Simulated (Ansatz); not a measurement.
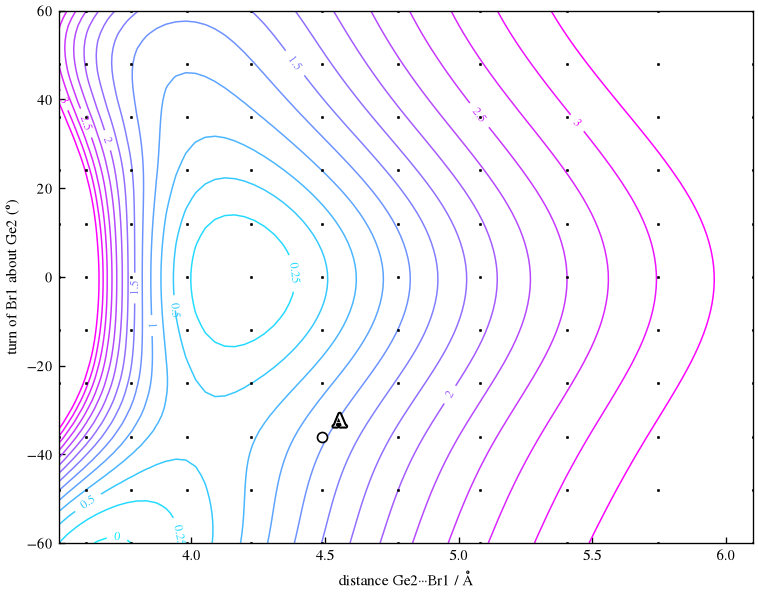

The pair Br···GeH₄, charge −1. 
- The turn is about an axis along (−0.99, 0.12, 0.03) in the frame of the relaxed pair, normal to the line between the partners.
- First axis: distance Ge2···Br1. Second axis: turn of Br1 about Ge2.
- Grid: 11 × 11 points.
- Points are written as (first, second).
- Energies: kcal/mol, counted from the lowest grid point.
- All numbers below come from RKS B3LYP-D4/def2-TZVPD (Ansatz).

In the figure: contour lines labelled in kcal/mol (none above 3.25), dots at the grid points, the point A. Between grid points the surface is interpolated.

Question: Is A at rest? If not, where is it pushed?

Answer: A, at (4.488 Å, −36°), is not a stationary point. The computed force is 2.1 kcal/mol for each Å towards smaller values of distance Ge2···Br1 and 0.019 kcal/mol for each degree towards larger values of turn of Br1 about Ge2.
